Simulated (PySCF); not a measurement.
# HNO2 (SMILES O=NO): PBE/STO-3G

What is the energy change on altering one bond length of HNO2 at PBE/STO-3G? 

Program for the calculation: PySCF 2.14.0.

11 further runs of the same task are left out: 11 set aside as unsound or not needed.

### 1 The system as given

HNO2 has 4 atoms, charge 0, and is taken as a singlet. As SMILES, `O=NO`. The coordinates come from a GFN2-xTB relaxation.

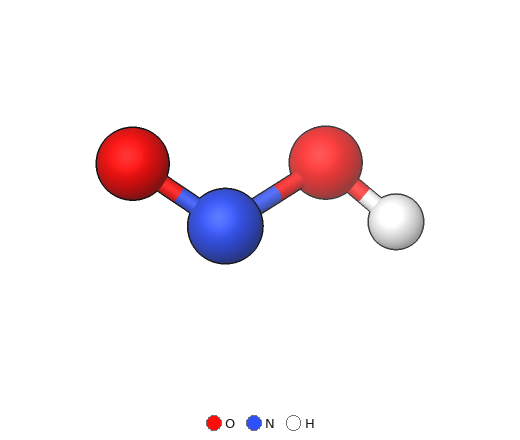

Viewed from a chosen angle; oxygen red, nitrogen blue, hydrogen white.

### 2 The energy at PBE/STO-3G

calc.py

```python
from pyscf import gto, dft

molecule = gto.M(
    atom='''
O      0.802567     0.086342     2.780373
N      0.603408    -0.777471     0.731853
O     -0.675142     0.785956    -0.954992
H     -0.730814    -0.094826    -2.557234
''',
    spin=0,
    max_memory=1860,
    unit='bohr',
    verbose=4,
    basis='sto-3g',
    charge=0,
)

mf = dft.RKS(molecule)
mf.xc = 'pbe'
mf.grids.level = 5
mf.conv_tol = 1e-10
mf.kernel()
if not mf.converged:
    mf = mf.newton().run(mf.mo_coeff, mf.mo_occ)

e_final = mf.e_tot
print('E = %.10f Eh' % e_final)
```

Run with:

```sh
$ OMP_NUM_THREADS=1 python calc.py
```

The log of the run:

```text
PySCF version 2.14.0

[INPUT] num. atoms = 4
[INPUT] num. electrons = 24
[INPUT] charge = 0
[INPUT] spin (= nelec alpha-beta = 2S) = 0
[INPUT] symmetry False subgroup None
[INPUT] Mole.unit = bohr
[INPUT] Symbol           X                Y                Z      unit          X                Y                Z       unit  Magmom
[INPUT]  1 O      0.424700166636   0.045690218745   1.471310029457 AA    0.802567000000   0.086342000000   2.780373000000 Bohr   0.0
[INPUT]  2 N      0.319309762487  -0.411419935351   0.387279929343 AA    0.603408000000  -0.777471000000   0.731853000000 Bohr   0.0
[INPUT]  3 O     -0.357269760535   0.415910003986  -0.505360003011 AA   -0.675142000000   0.785956000000  -0.954992000000 Bohr   0.0
[INPUT]  4 H     -0.386730114221  -0.050179758203  -1.353229955790 AA   -0.730814000000  -0.094826000000  -2.557234000000 Bohr   0.0

nuclear repulsion = 69.8154188558266
number of shells = 10
number of NR pGTOs = 48
number of NR cGTOs = 16
basis = sto-3g
ecp = {}

******** <class 'pyscf.dft.rks.RKS'> ********
method = RKS
initial guess = minao
damping factor = 0
level_shift factor = 0
DIIS = <class 'pyscf.scf.diis.CDIIS'>
diis_start_cycle = 1
diis_space = 8
diis_damp = 0
SCF conv_tol = 1e-10
SCF conv_tol_grad = None
SCF max_cycles = 50
direct_scf = True
direct_scf_tol = 1e-13
XC library pyscf.dft.libxc version 7.0.0
    S. Lehtola, C. Steigemann, M. J.T. Oliveira, and M. A.L. Marques.,  SoftwareX 7, 1–5 (2018)
XC functionals = pbe
    J. P. Perdew, K. Burke, and M. Ernzerhof.,  Phys. Rev. Lett. 77, 3865 (1996)
    J. P. Perdew, K. Burke, and M. Ernzerhof.,  Phys. Rev. Lett. 78, 1396 (1997)
    J. P. Perdew, K. Burke, and M. Ernzerhof.,  Phys. Rev. Lett. 77, 3865 (1996)
    J. P. Perdew, K. Burke, and M. Ernzerhof.,  Phys. Rev. Lett. 78, 1396 (1997)
radial grids:
    Treutler-Ahlrichs [JCP 102, 346 (1995); DOI:10.1063/1.469408] (M4) radial grids

becke partition: Becke, JCP 88, 2547 (1988); DOI:10.1063/1.454033
pruning grids: <function nwchem_prune>
grids dens level: 5
symmetrized grids: False
atomic radii adjust function: <function treutler_atomic_radii_adjust>
small_rho_cutoff = 0
Set gradient conv threshold to 1e-05
Initial guess from minao.
tot grids = 151616
init E= -203.241698926292
  HOMO = -0.220244695691938  LUMO = -0.0669326241004067  gap/eV = 4.17183
cycle= 1 E= -202.549279468133  delta_E= 0.692  |g|= 0.684  |ddm|= 2.97
  HOMO = -0.00372683824878439  LUMO = 0.0491012530364205  gap/eV = 1.43753
cycle= 2 E= -202.101125172787  delta_E= 0.448  |g|= 1.43  |ddm|= 2.23
  HOMO = -0.0745584877167764  LUMO = 0.0203534538303192  gap/eV = 2.58269
cycle= 3 E= -202.558119428238  delta_E= -0.457  |g|= 0.653  |ddm|= 1.82
  HOMO = -0.0697298977385379  LUMO = 0.0277731047551165  gap/eV = 2.65319
cycle= 4 E= -202.682281213111  delta_E= -0.124  |g|= 0.103  |ddm|= 0.923
  HOMO = -0.0794854371833704  LUMO = 0.0151786123518325  gap/eV = 2.57594
cycle= 5 E= -202.686138663398  delta_E= -0.00386  |g|= 0.0116  |ddm|= 0.176
  HOMO = -0.078391007634424  LUMO = 0.0163906379510522  gap/eV = 2.57914
cycle= 6 E= -202.686190263002  delta_E= -5.16e-05  |g|= 0.00283  |ddm|= 0.019
  HOMO = -0.0786064719001787  LUMO = 0.0161769431996795  gap/eV = 2.57919
cycle= 7 E= -202.686192684207  delta_E= -2.42e-06  |g|= 0.000425  |ddm|= 0.00336
  HOMO = -0.0785933657285015  LUMO = 0.0162045282991085  gap/eV = 2.57958
cycle= 8 E= -202.686192748203  delta_E= -6.4e-08  |g|= 4.61e-05  |ddm|= 0.000551
  HOMO = -0.0785931002271557  LUMO = 0.016206180392187  gap/eV = 2.57962
cycle= 9 E= -202.686192748931  delta_E= -7.29e-10  |g|= 1.67e-06  |ddm|= 6.31e-05
  HOMO = -0.0785930768660804  LUMO = 0.0162062624353112  gap/eV = 2.57962
cycle= 10 E= -202.686192748932  delta_E= -8.53e-13  |g|= 1.56e-07  |ddm|= 2.88e-06
  HOMO = -0.078593086092989  LUMO = 0.0162062369083613  gap/eV = 2.57962
Extra cycle  E= -202.686192748932  delta_E= -5.68e-14  |g|= 5.89e-07  |ddm|= 1.07e-06
converged SCF energy = -202.686192748932
E = -202.6861927489 Eh
```

It took 2.4 s on 1 thread of Arm Neoverse V1, shared host; peak memory 0.18 GiB.

### 3 The distorted shape

calc.py

```python
from pyscf import gto, dft

mol = gto.Mole()
mol.atom = '''
O      0.830404     0.526755     3.581536
N      0.631246    -0.337057     1.533016
O     -0.647305     1.226370    -0.153829
H     -0.730814    -0.094826    -2.557234
'''
mol.max_memory = 1860
mol.unit = 'bohr'
mol.basis = 'sto-3g'
mol.verbose = 3
mol.build()

mf = dft.RKS(mol, xc='pbe')
mf.conv_tol = 1e-10
mf.grids.level = 5
mf.kernel()
if not mf.converged:
    mf = mf.newton().run(mf.mo_coeff, mf.mo_occ)

energy = mf.e_tot
print('E = %.10f Eh' % energy)
```

Run with:

```sh
$ OMP_NUM_THREADS=1 python calc.py
```

The log of the run:

```text
converged SCF energy = -202.625846303732
E = -202.6258463037 Eh
```

It took 2.5 s on 1 thread of Arm Neoverse V1, shared host; peak memory 0.18 GiB.

### 4 What came out

At PBE/STO-3G:

| quantity | value |
| --- | --- |
| first shape: total energy | -202.68619 Eh |
| first shape: dipole moment | 1.87 D |
| first shape: HOMO energy | -2.14 eV |
| first shape: LUMO energy | 0.44 eV |
| first shape: HOMO–LUMO gap | 2.58 eV |
| distorted shape: total energy | -202.62585 Eh |
| distorted shape: dipole moment | 1.67 D |
| distorted shape: HOMO energy | -2.15 eV |
| distorted shape: LUMO energy | -0.09 eV |
| distorted shape: HOMO–LUMO gap | 2.06 eV |
| energy change with the O3–H4 bond stretched from 0.968 to 1.452 Å | 1.642 eV |

One bond (distorted shape) is far stretched, which a spin-restricted single reference describes badly; a broken-symmetry solution may lie lower. With the O3–H4 bond stretched from 0.968 to 1.452 Å the energy rises by 1.64 eV (38 kcal/mol). The first shape isn't relaxed at this level, so the change isn't measured from a minimum. A restricted reference can't describe the breaking bond well at this length. The minimal basis adds a large error of its own. Mulliken charges (first shape) run from -0.17 on O3 to +0.24 on H4; they depend strongly on the basis.
